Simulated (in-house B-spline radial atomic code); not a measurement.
The Xe⁴⁺ ion; electrons: [Kr] 4d10 5s2 5p2 (high spin). Computed with an in-house B-spline radial code: non-relativistic LC-wPBE, spin-polarised, spherical density, exact exchange averaged over the configuration, point nucleus, basis-set limit.

```
Z = 54
electrons = 50.0
configuration = [Kr] 4d10 5s2 5p2
hamiltonian = nr
method = lc_wpbe
spin_polarised = True
exact_exchange = averaged over the configuration
```

Launched within a batch that task.json describes:
```bash
python run_scf.py task.json out
```

Wanted: the number of electrons inside radius r (solid) and the radial density 4πr²ρ (dashed).

The count levels off at 50 electrons. Half of them lie within 0.369 bohr, 90 % within 1.27 bohr and 99 % within 2.57 bohr. The radial density has minima at 0.038, 0.16 and 0.50 bohr, where the count stands at 2.0, 11.3 and 29.0; these part the shells that the density resolves.

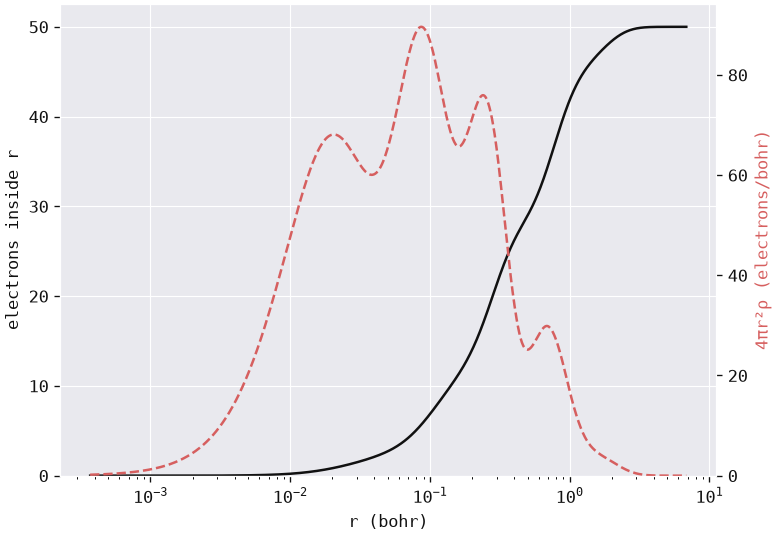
